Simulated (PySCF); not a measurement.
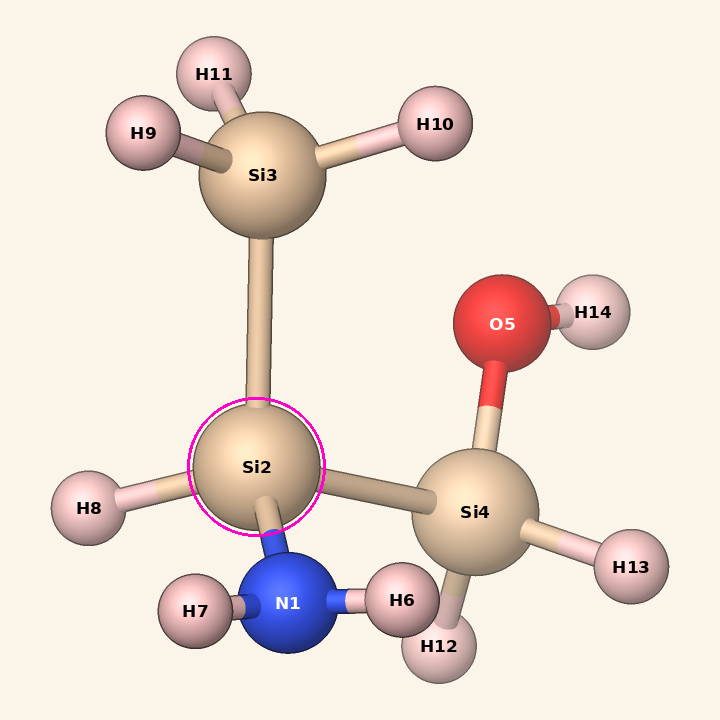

Distant atoms are faded towards the background colour. Circles mark the stereogenic atoms. The geometry was computed by an optimisation with PBE0-D3(BJ)/def2-SVP. No frequency run is at hand to confirm it as a minimum.

Assign CIP descriptors.

Si2: S (priorities Si4 > Si3 > N1 > H8).

Write the isomeric SMILES.

N[Si@@H]([SiH3])[SiH2]O
